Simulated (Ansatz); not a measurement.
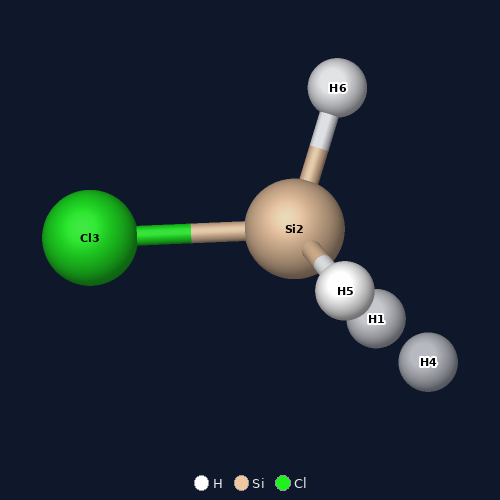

The system is the reacting system ClH₄Si (fragments ClH₃Si + H where the first distance is long, H₂ + ClH₂Si where the second is long), spin multiplicity 2; the picture shows the reference structure. The first coordinate is: distance H1–H4 (bond that forms); the second: distance H1–Si2 (bond that breaks). Relaxed at each point: all other coordinates. Grid: 13 × 13 points. Points are written as (first, second). Energies: eV, counted from a guessed transition structure relaxed with its forming and breaking bonds held. Energies and slopes of some neighbouring points disagree (a jump in structure or state, or too coarse a mesh). Theory: UKS PBE0-D4/def2-SVP in Ansatz.

Its coordinates:

```
atom    x (Å)    y (Å)    z (Å)
   H  -0.9016   0.5900   0.8513
  Si   0.3671  -0.2373  -0.2558
  Cl  -0.0266  -0.0590  -2.2781
   H  -1.5006   0.9855   1.5142
   H   1.6806   0.4032   0.0497
   H   0.3811  -1.6824   0.1188
```

Range: distance H1–H4 (bond that forms) from 0.666 to 1.866 Å; distance H1–Si2 (bond that breaks) from 1.278 to 2.478 Å.

### What landscape does the calculation give?

The lowest grid point is at (0.794 Å, 2.478 Å), −0.40 eV from a guessed transition structure relaxed with its forming and breaking bonds held. It lies in a valley that leaves the map towards separated partners. The energy also falls towards the edge at (1.866 Å, 1.490 Å) (0.51 eV above the lowest), where a further well may lie outside the range. The highest grid point, (1.866 Å, 2.478 Å), lies 2.96 eV above the lowest.

```csv
"second ↓, first →",0.666,0.720,0.794,0.878,0.970,1.068,1.171,1.278,1.389,1.504,1.621,1.742,1.866
2.478,−0.20,−0.37,−0.40,−0.25,0.05,0.42,0.84,1.26,1.65,1.98,2.24,2.43,2.57
2.354,−0.17,−0.34,−0.38,−0.24,0.04,0.39,0.77,1.15,1.50,1.79,2.00,2.16,2.27
2.233,−0.13,−0.31,−0.35,−0.22,0.03,0.34,0.69,1.02,1.32,1.56,1.73,1.86,1.94
2.116,−0.07,−0.26,−0.31,−0.21,0.01,0.28,0.58,0.87,1.11,1.30,1.43,1.53,1.59
2.001,0.00,−0.19,−0.26,−0.18,0.00,0.22,0.46,0.69,0.88,1.02,1.12,1.19,1.23
1.890,0.10,−0.10,−0.19,−0.13,−0.01,0.15,0.34,0.51,0.64,0.74,0.81,0.86,0.88
1.783,0.25,0.03,−0.09,−0.07,0.01,0.11,0.23,0.34,0.43,0.50,0.54,0.57,0.58
1.680,0.44,0.20,0.06,0.04,0.06,0.10,0.16,0.22,0.27,0.30,0.32,0.33,0.33
1.582,0.69,0.43,0.25,0.19,0.16,0.14,0.14,0.16,0.17,0.18,0.18,0.17,0.17
1.490,1.01,0.73,0.52,0.40,0.34,0.27,0.22,0.20,0.18,0.16,0.14,0.13,0.11
1.406,1.43,1.12,0.87,0.71,0.64,0.51,0.42,0.36,0.31,0.28,0.24,0.22,0.20
1.332,1.92,1.59,1.31,1.11,0.96,0.87,0.74,0.65,0.58,0.53,0.48,0.45,0.42
1.278,2.37,2.03,1.73,1.50,1.33,1.24,1.09,0.98,0.90,0.83,0.78,0.74,0.71
```

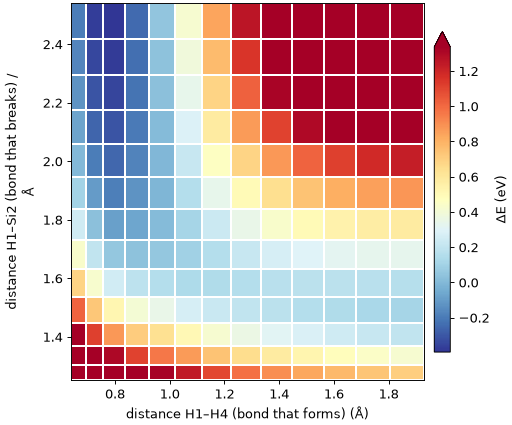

Drawn: one coloured cell a grid point, one colour for all values above the top of the scale.

Time for the 169 points that were run: 22 min on 1 thread of Arm Neoverse V2 (shared host).
